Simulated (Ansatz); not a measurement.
**C3H6O2Si: density, localisation and related maps**

Input file:

```
crystal:
  periodic: [false, false, false]
  atoms:
    - { symbol: C, position_ang: [-1.6843, -1.2415, 0.43] }
    - { symbol: C, position_ang: [-0.6977, -0.4685, -0.0131] }
    - { symbol: C, position_ang: [0.7492, -0.5484, 0.4322] }
    - { symbol: Si, position_ang: [1.0422, 0.8153, -0.777] }
    - { symbol: O, position_ang: [1.1931, 2.3358, -0.2323] }
    - { symbol: O, position_ang: [-0.6552, 0.4912, -0.9041] }
    - { symbol: H, position_ang: [-1.5716, -1.9552, 1.1819] }
    - { symbol: H, position_ang: [-2.682, -1.0139, -0.0034] }
    - { symbol: H, position_ang: [0.9772, -0.2725, 1.5329] }
    - { symbol: H, position_ang: [1.303, -1.4824, 0.2358] }
    - { symbol: H, position_ang: [2.09968, 2.45886, -0.61055] }
    - { symbol: H, position_ang: [0.4093, 2.7673, 0.1577] }
basis:
  gaussian: { orbitals: "6-31G" }
hamiltonian:
  xc: pbe0
  dispersion: d4
relax:
  f_tol: 0.02
  max_steps: 50
output:
  orbitals: {}
```

Launched as:

```sh
ansatz run input.yaml --threads 1 --pin off --max-ram 2048MiB --backend cpu --events-out ev --progress --plain --runs-dir out
```

The fields are those of the relaxed geometry.

Computed with Ansatz, RKS PBE0-D4/6-31G.

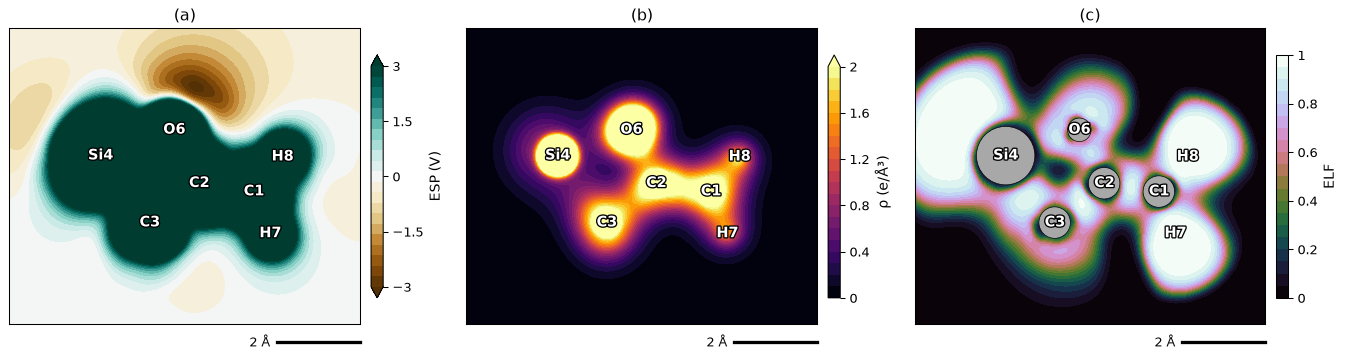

Figure 1. (a) molecular electrostatic potential; (b) total electron density; (c) electron localisation function on the plane of atoms C2, C3 and Si4. Grey discs cover the atomic cores in the ELF map.

### What does the map show?

The plane passes through C, Si, O and H nuclei.
C–C (1.33 Å): ρ at the midpoint is about 2.2 e/Å³; the ELF peaks at about 0.95 between the atoms (a short, multiple covalent bond).
C–O (1.42 Å): the density is about 1.9 e/Å³ at the midpoint, with its minimum of 1.6 e/Å³ about 0.5 Å from C; the ELF peaks at about 0.85 between the atoms: a polar covalent bond.
Si–O (1.88 Å): ρ at the midpoint is about 0.66 e/Å³; the ELF peaks at about 0.90 between the atoms: a shared but strongly polarised pair.
C–Si (1.99 Å): ρ is about 0.73 e/Å³ halfway; the ELF peaks at about 0.90 between the atoms: a shared electron pair.
C–C (1.51 Å): ρ is about 1.6 e/Å³ halfway; the ELF peaks at about 0.95 between the atoms; localised, covalent bonding.
The ELF also peaks beside Si4 and O6, away from the bonds: lone-pair regions.
Outside the dense part of the molecule the potential is most negative (−3.1 V) near O6.

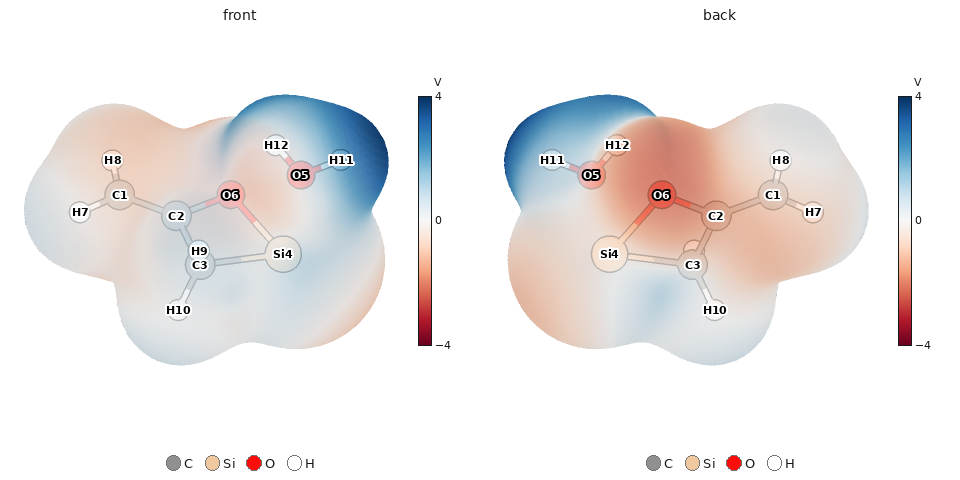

Figure 2. The molecular electrostatic potential painted on the density surface at 0.002 e/bohr³, seen from the front and from behind; the colour scale runs from red (negative) to blue (positive).

### Where is the surface potential most negative and most positive?

The most negative region (about −2.2 V) lies over O6, the most positive (about +3.7 V) over H11. O6 is the likeliest acceptor of a hydrogen bond.

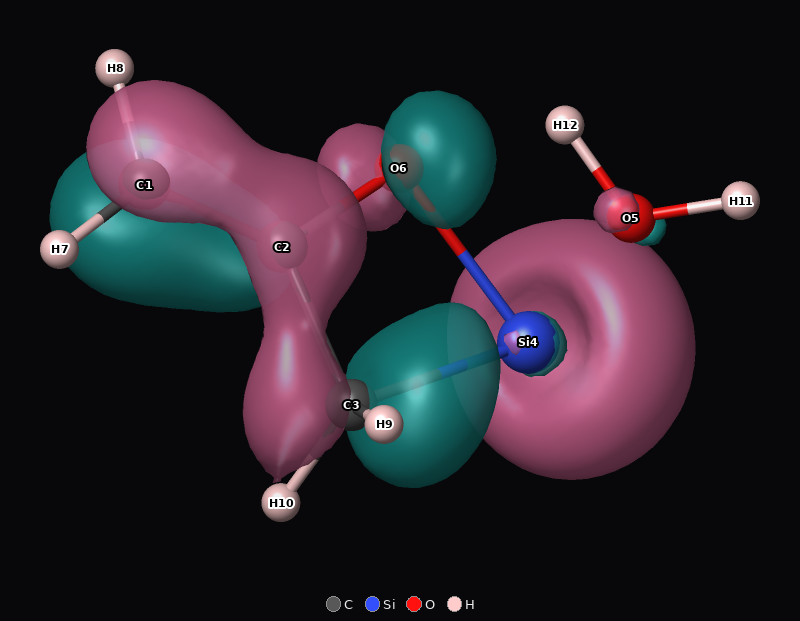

Figure 3. The HOMO−1 at ±0.15 Å⁻³ᐟ² (teal and pink are the two phases), seen across its widest extent.

### Where does this orbital lie, and at what energy?

It lies mainly on Si4 (about 40 %), C1 (about 20 %), C2 (about 15 %), C3 (about 15 %) and O6 (about 10 %). Its energy is −6.35 eV.
